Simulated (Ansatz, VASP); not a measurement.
# Cross-check of La between VASP and Ansatz, part 2 of 2

Aim: how closely do two programs agree when they are given the same cell, functional and k mesh? The start cell is built, not measured: As first built, before any earlier steps moved the atoms (in the runner's words): it takes the Gd structure with all of its atoms replaced by other elements, volume scaled by an estimate. The cell is taken from a series of VASP runs on this material, whose earlier steps may have relaxed, scaled or displaced it; both programs get it as it stands. Valence electrons are named where the data sets of a main pair hold unlike numbers.

VASP 6.6.1 and Ansatz 0.2.0.

So far. Step 2 (VASP: band structure, LDA): The run ends at a pressure of 0.00 GPa.

## (5) VASP: single point, LDA

Level of this step: LDA; plane waves and PAW (La) (VASP).

A single point gives forces, pressure and levels at one fixed geometry, so differences don't come from the geometry; what else differs is listed under the comparison.

INCAR reads:

```
SYSTEM = La
PREC = Accurate
ENCUT = 400
EDIFF = 1E-06
NELM = 100
ISMEAR = -5
SIGMA = 0.2
LREAL = .FALSE.
ALGO = Normal
GGA = CA
LORBIT = 11
LWAVE = .FALSE.
LCHARG = .FALSE.
NEDOS = 2001
```

POSCAR reads:

```
La
1.0
    3.5515475315      0.0000000000      0.0000000000
   -1.7757737657      3.0757303828      0.0000000000
    0.0000000000      0.0000000000      5.8630983306
La
2
Direct
    0.3333333330      0.6666666670      0.2500000000
    0.6666666670      0.3333333330      0.7500000000
```

KPOINTS reads:

```
Automatic mesh
0
Gamma
9 9 5
0 0 0
```

Potentials, in the order of the species: La (LDA family, release 64).

Launch:

```console
$ mpirun -np 1 vasp_std
```

Numbers of over 12 decimals in the logs are rounded to 6 here.

Log:

```text
[... set-up lines as in an earlier step ...]
 entering main loop
       N       E                     dE             d eps       ncg     rms          rms(c)
DAV:   1     0.220776108848E+03    0.22078E+03   -0.70968E+03  1104   0.170E+03
DAV:   2     0.202514757399E+02   -0.20052E+03   -0.19880E+03  1668   0.345E+02
DAV:   3    -0.728820404144E+01   -0.27540E+02   -0.27260E+02  1864   0.145E+02
DAV:   4    -0.108264782689E+02   -0.35383E+01   -0.35240E+01  2153   0.452E+01
[...]
DAV:   9    -0.110652595821E+02    0.10611E-02   -0.46529E-04  2080   0.172E-01    0.341E-02
DAV:  10    -0.110652630296E+02   -0.34476E-05   -0.29441E-05  2080   0.360E-02    0.362E-02
DAV:  11    -0.110652633084E+02   -0.27875E-06   -0.21052E-06  1528   0.113E-02
   1 F= -.11065263E+02 E0= -.11065263E+02  d E =0.000000E+00
 -----------------------------------------------------------------------------
|                                                                             |
|           W    W    AA    RRRRR   N    N  II  N    N   GGGG   !!!           |
|           W    W   A  A   R    R  NN   N  II  NN   N  G    G  !!!           |
|           W    W  A    A  R    R  N N  N  II  N N  N  G       !!!           |
|           W WW W  AAAAAA  RRRRR   N  N N  II  N  N N  G  GGG   !            |
|           WW  WW  A    A  R   R   N   NN  II  N   NN  G    G                |
|           W    W  A    A  R    R  N    N  II  N    N   GGGG   !!!           |
|                                                                             |
|     Tetrahedron method does not include variations of the Fermi             |
|     occupations, so forces and stress will be inaccurate. We suggest        |
|     using a different smearing scheme ISMEAR = 1 or 2 for metals in         |
|     relaxations.                                                            |
|                                                                             |
 -----------------------------------------------------------------------------
```

Parts of OUTCAR (step 5):

```text
  Total        0.2367496      0.2367496      0.2602208      0.0000000      0.0000000     -0.0000000
  in kB        5.9225239      5.9225239      6.5096775      0.0000000      0.0000000     -0.0000000
  external PRESSURE =       6.1182418 kB  Pullay stress =       0.0000000 kB

 POSITION                                       TOTAL-FORCE (eV/Angst)
 -----------------------------------------------------------------------------------
     -0.00000      2.05049      1.46577         0.000000     -0.000000      0.000000
      1.77577      1.02524      4.39732        -0.000000      0.000000      0.000000
 -----------------------------------------------------------------------------------
    total drift:                               -0.000001      0.000000     -0.000000

  FREE ENERGIE OF THE ION-ELECTRON SYSTEM (eV)
  ---------------------------------------------------
  free  energy   TOTEN  =       -11.0652633084 eV

  energy  without entropy=      -11.0652633084  energy(sigma->0) =      -11.06526331

[... 1 part as in an earlier step ...]

[... 2 further parts left out ...]
[key lines of the parts left out:]
E-fermi :   9.1857
```

With tetrahedra the forces and stress of a metal are not exact derivatives of the energy.

## (6) Ansatz: single point, LDA

The same cell, functional (in two slightly different forms), mesh and smearing now go to Ansatz, which takes its cutoff from its data sets.

The cell is taken from a series of VASP runs on this material, whose earlier steps may have relaxed, scaled or displaced it; both programs get it as it stands.

input.yaml reads:

```yaml
crystal:
  lattice:
    - [3.5515475315, 0.0, 0.0]
    - [-1.7757737657, 3.0757303828, 0.0]
    - [0.0, 0.0, 5.8630983306]
  atoms:
    - { symbol: La, position: [0.333333333, 0.666666667, 0.25] }
    - { symbol: La, position: [0.666666667, 0.333333333, 0.75] }
hamiltonian:
  xc: lda
  pseudopotentials: { kind: paw }
kpoints:
  mp_grid: { grid: [9, 9, 5] }
scf:
  occupations: { method: tetrahedron }
output:
  forces: true
  stress: true
  write_density: true
  write_potential: true
  elf: true
  volumetric_format: npy
```

Launch:

```console
$ ansatz run input.yaml --threads 2 --pin off --max-ram 4608MiB --backend cpu --events-out ev --progress --plain --runs-dir out
```

Log:

```text
Warning: output.forces, output.stress, relax.cell or npt_langevin: where a Kohn–Sham band that disperses or a degenerate level is filled in part under the method tetrahedron, the forces or the stress that this run publishes need not agree with its energy (scf.occupations.method in the input reference, under Limitations); prefer a smearing scheme for the forces or the stress
[...]
--- Band table (eV; the first three rows and the last of 36) ---
  k-point 0: bands = [... 7 lower, -2.4717, 9.7233, 10.8708, 13.7563, 14.2113, 14.2113, 14.3088, 14.4069]
  k-point 1: bands = [... 7 lower, -2.4966, 10.0816, 10.9666, 13.6445, 14.1021, 14.2062, 14.2062, 14.2417]
  k-point 2: bands = [... 7 lower, -2.5610, 10.8322, 11.1255, 13.3739, 13.7365, 14.2072, 14.2435, 14.2435]
  k-point 35: bands = [... 7 lower, -2.9023, 12.0214, 12.0214, 12.1055, 12.9272, 14.0259, 14.0259, 14.3506]
[key lines of the parts left out:]
SCF converged after 6 iterations
Free energy (F): -12152.199533 eV
Fermi energy:    12.799764 eV
P = ⅓ Tr σ = 0.7116 GPa (7.116 kbar)
```

Wall time 3 s (2 threads of Arm Neoverse N1, shared host); peak memory 0.32 GiB; 5.1 s of CPU time.

The run ends at a pressure of 0.71 GPa.

## (7) Side by side

The two programs side by side:

```
      quantity  Ansatz  VASP  difference
pressure (GPa)    0.71  0.61       +0.10
```

## (8) Ansatz: band structure, LDA, spin-orbit coupling

With cell and atoms fixed, the geometry can't cause a difference; cores, projectors, grids and the points listed under the comparison can.

The cell is taken from a series of VASP runs on this material, whose earlier steps may have relaxed, scaled or displaced it; both programs get it as it stands.

input.yaml reads:

```yaml
crystal:
  lattice:
    - [3.5515475315, 0.0, 0.0]
    - [-1.7757737657, 3.0757303828, 0.0]
    - [0.0, 0.0, 5.8630983306]
  atoms:
    - { symbol: La, position: [0.333333333, 0.666666667, 0.25] }
    - { symbol: La, position: [0.666666667, 0.333333333, 0.75] }
hamiltonian:
  xc: lda
  pseudopotentials: { kind: paw_fr }
magnetization:
  noncollinear: true
  spin_orbit: true
kpoints:
  mp_grid: { grid: [5, 5, 3] }
  band_path:
    path:
      - [0.0, 0.0, 0.0]
      - [0.13333, 0.0, 0.0]
      - [0.3, 0.0, 0.0]
      - [0.46667, 0.0, 0.0]
      - [0.46667, 0.06667, 0.0]
      - [0.41111, 0.17778, 0.0]
      - [0.35556, 0.28889, 0.0]
      - [0.28889, 0.28889, 0.0]
      - [0.17778, 0.17778, 0.0]
      - [0.06667, 0.06667, 0.0]
      - [0.0, 0.0, 0.03333]
      - [0.0, 0.0, 0.2]
      - [0.0, 0.0, 0.36667]
      - [0.0, 0.0, 0.5]
      - [0.16667, 0.0, 0.5]
      - [0.3, 0.0, 0.5]
      - [0.46667, 0.0, 0.5]
      - [0.46667, 0.06667, 0.5]
      - [0.41111, 0.17778, 0.5]
      - [0.35556, 0.28889, 0.5]
      - [0.28889, 0.28889, 0.5]
      - [0.17778, 0.17778, 0.5]
      - [0.06667, 0.06667, 0.5]
      - [0.5, 0.0, 0.46667]
      - [0.5, 0.0, 0.3]
      - [0.5, 0.0, 0.13333]
      - [0.33333, 0.33333, 0.0]
      - [0.33333, 0.33333, 0.16667]
      - [0.33333, 0.33333, 0.33333]
      - [0.33333, 0.33333, 0.5]
    npoints: 1
scf:
  occupations: { method: methfessel_paxton, width: 0.2 }
  n_extra_bands: 14
output:
  forces: true
  stress: true
  eigenvalues: true
```

Log:

```text
[...]
non-collinear run that drives no moment, with spin-orbit: no starting moment large enough to seed its density (crystal.atoms[].spin), no starting occupations that ask for one, no magnetisation constraint and no magnetic field, so the semilocal B_xc is pinned to zero
Crystal: 2 atoms, lattice volume = 64.046 Å³
Basis set: ecut = 420 eV, 1249 PW (Γ)
[...]
k-point 1: bands = [... 18 lower, 11.0861, 11.0861, 13.4287, 13.4287, 13.9482, 13.9482, 14.1560, 14.1560, ... 10 higher]
  k-point 2: bands = [... 18 lower, 11.6507, 11.6507, 12.9595, 12.9595, 13.2635, 13.2635, 13.7324, 13.7324, ... 10 higher]
  k-point 9: bands = [... 18 lower, 12.1153, 12.1153, 12.3536, 12.3536, 12.7868, 12.7868, 13.3336, 13.3336, ... 10 higher]
[key lines of the parts left out:]
SCF converged after 7 iterations
Magnetization: |M| = 0.0000 μB,  M = (+0.0000, +0.0000, +0.0000) μB
Free energy (F): -12162.426873 eV
Fermi energy:    12.675753 eV
P = ⅓ Tr σ = 1.3122 GPa (13.122 kbar)
```

The job ended after 16 s (2 threads; peak memory 0.46 GiB; 29 s of CPU time).

## (9) VASP: band structure, LDA, spin-orbit coupling

The same cell, functional (in two slightly different forms), mesh and smearing now go to VASP, with its own data sets.

INCAR reads:

```
SYSTEM = La
PREC = Accurate
ENCUT = 400
EDIFF = 1E-06
NELM = 100
ISMEAR = 1
SIGMA = 0.2
LREAL = .FALSE.
ALGO = Normal
GGA = CA
LNONCOLLINEAR = .TRUE.
MAGMOM = 0 0 0 0 0 0
NBANDS = 34
GGA_COMPAT = .FALSE.
LASPH = .TRUE.
LSORBIT = .TRUE.
LMAXMIX = 6
LORBIT = 11
LWAVE = .FALSE.
LCHARG = .FALSE.
```

POSCAR is that of step 5.

KPOINTS reads:

```
Automatic mesh
0
Gamma
5 5 3
0 0 0
```

KPOINTS_OPT reads:

```
Line mode
16
Line-mode
Reciprocal
  0.00000000   0.00000000   0.00000000 GAMMA
  0.50000000   0.00000000   0.00000000 M

  0.50000000   0.00000000   0.00000000 M
  0.33333333   0.33333333   0.00000000 K

  0.33333333   0.33333333   0.00000000 K
  0.00000000   0.00000000   0.00000000 GAMMA

  0.00000000   0.00000000   0.00000000 GAMMA
  0.00000000   0.00000000   0.50000000 A

  0.00000000   0.00000000   0.50000000 A
  0.50000000   0.00000000   0.50000000 L

  0.50000000   0.00000000   0.50000000 L
  0.33333333   0.33333333   0.50000000 H

  0.33333333   0.33333333   0.50000000 H
  0.00000000   0.00000000   0.50000000 A

  0.50000000   0.00000000   0.50000000 L
  0.50000000   0.00000000   0.00000000 M

  0.33333333   0.33333333   0.00000000 K
  0.33333333   0.33333333   0.50000000 H
```

Launch:

```console
$ mpirun -np 1 vasp_ncl
```

Log:

```text
[... set-up lines as in an earlier step ...]
 entering main loop
       N       E                     dE             d eps       ncg     rms          rms(c)
DAV:   1     0.270231993571E+03    0.27023E+03   -0.62289E+03   688   0.150E+03
DAV:   2     0.452362840728E+02   -0.22500E+03   -0.21867E+03   928   0.359E+02
DAV:   3    -0.444867152675E+01   -0.49685E+02   -0.48209E+02  1088   0.191E+02
DAV:   4    -0.104364204599E+02   -0.59877E+01   -0.56677E+01  1310   0.697E+01
[...]
DAV:  14    -0.116703718990E+02   -0.70250E-05   -0.73744E-05  1072   0.669E-02    0.334E-03
DAV:  15    -0.116703741109E+02   -0.22119E-05   -0.23252E-05  1224   0.518E-02    0.443E-03
DAV:  16    -0.116703746623E+02   -0.55144E-06   -0.65202E-06   960   0.205E-02
   1 F= -.11670375E+02 E0= -.11665375E+02  d E =-.149980E-01  mag=    -0.0000     0.0000     0.0000
 Start KPOINTS_OPT (optional k-point list driver)
k-point batch [1-10\144]
       N       E                     dE             ncg
DAV:   1     0.166468041104E+04    0.61061E+03      680
DAV:   2    -0.589494789103E+03   -0.22542E+04      936
DAV:   3    -0.116598648027E+04   -0.57649E+03     1136
DAV:   4    -0.123916963962E+04   -0.73183E+02     1294
[...]
DAV:  15    -0.125206854411E+04   -0.12193E-04     1024
DAV:  16    -0.125206854751E+04   -0.34030E-05     1000
DAV:  17    -0.125206854844E+04   -0.92852E-06      984
[...]
k-point batch [111-120\144]
       N       E                     dE             ncg
DAV:   1     0.155766131858E+04   -0.41088E+04      680
[... the rest is left out ...]
```

OUTCAR, selected parts (step 9):

```text
  Total        0.6746081      0.6746081     -0.0506855      0.0000000     -0.0000000      0.0000000
  in kB       16.8759835     16.8759835     -1.2679464      0.0000000     -0.0000000      0.0000000
  external PRESSURE =      10.8280068 kB  Pullay stress =       0.0000000 kB

 POSITION                                       TOTAL-FORCE (eV/Angst)
 -----------------------------------------------------------------------------------
     -0.00000      2.05049      1.46577         0.000000     -0.000000      0.000000
      1.77577      1.02524      4.39732        -0.000000      0.000000     -0.000000
 -----------------------------------------------------------------------------------
    total drift:                                0.000000     -0.000000      0.000000

  FREE ENERGIE OF THE ION-ELECTRON SYSTEM (eV)
  ---------------------------------------------------
  free  energy   TOTEN  =       -11.6703746623 eV

  energy  without entropy=      -11.6553767034  energy(sigma->0) =      -11.66537534

 magnetization (x)
# of ion       s       p       d       f       tot
--------------------------------------------------
    1        0.000   0.000   0.000   0.000   0.000
    2       -0.000   0.000   0.000   0.000  -0.000
--------------------------------------------------
tot         -0.000   0.000   0.000   0.000  -0.000

 magnetization (y)
# of ion       s       p       d       f       tot
--------------------------------------------------
    1        0.000   0.000  -0.000  -0.000  -0.000
    2        0.000   0.000  -0.000   0.000  -0.000
--------------------------------------------------
tot          0.000   0.000  -0.000  -0.000  -0.000

 magnetization (z)
# of ion       s       p       d       f       tot
--------------------------------------------------
    1        0.000   0.000   0.000   0.000   0.000
    2        0.000   0.000   0.000   0.000   0.000
--------------------------------------------------
tot          0.000   0.000   0.000   0.000   0.000

[... 1 part as in an earlier step ...]

[... 2 further parts left out ...]
[key lines of the parts left out:]
E-fermi :   9.0586
```

The run ends at a pressure of 1.08 GPa.

## (10) Differences

What differs besides the data sets and the points named for the pairs above, as far as they apply: spin-orbit coupling enters by fully relativistic files in Ansatz and inside the spheres in VASP. Total energies have different zeros and are not compared.

The two programs side by side:

```
      quantity  Ansatz  VASP  difference
pressure (GPa)    1.31  1.08       +0.23
```

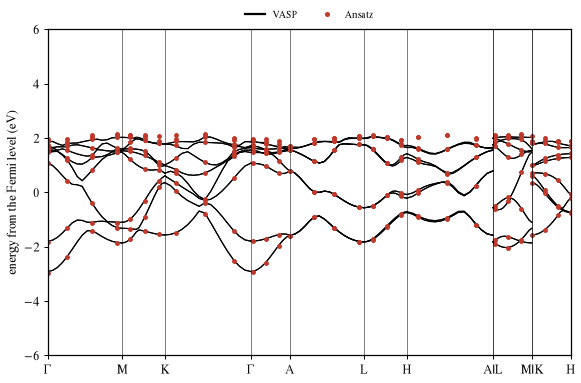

Bands from VASP (lines) and levels from Ansatz (dots). Dots without a line are higher empty bands that the VASP plot leaves out.

Levels from 3 eV below to 2 eV above the Fermi level differ by 15 meV r.m.s. and 38 meV at most; each VASP level is matched to the nearest of Ansatz, which flatters the figure a little.

## (11) Outcome

| Property | Result |
| --- | --- |
| r.m.s. difference of levels near the Fermi level (band structure, LDA) | 11 meV |
| difference in pressure (single point, LDA) | 0.100 GPa |
| r.m.s. difference of levels near the Fermi level (band structure, LDA, spin-orbit coupling) | 15 meV |

What this shows: The r.m.s. difference of levels near the Fermi level is 15 meV (band structure, LDA, spin-orbit coupling), within the 80 meV picked in this series as the mark of a large difference. Such differences can come from data sets, numerical settings and the points named under the comparisons, not from the functional's error against experiment.

[Lines on the potential files, build, host, timing and source positions are cut from VASP's logs without a mark.]

[Logs are printed without paths, hosts, clocks, repeated set-up lines and the standing remarks that a program may print on its own settings, such as how far it seeks lower states.]

[Hosts, paths, dates, database ids (printed as entryN), source tags and the programs' standing remarks are cut or masked in the printed files.]
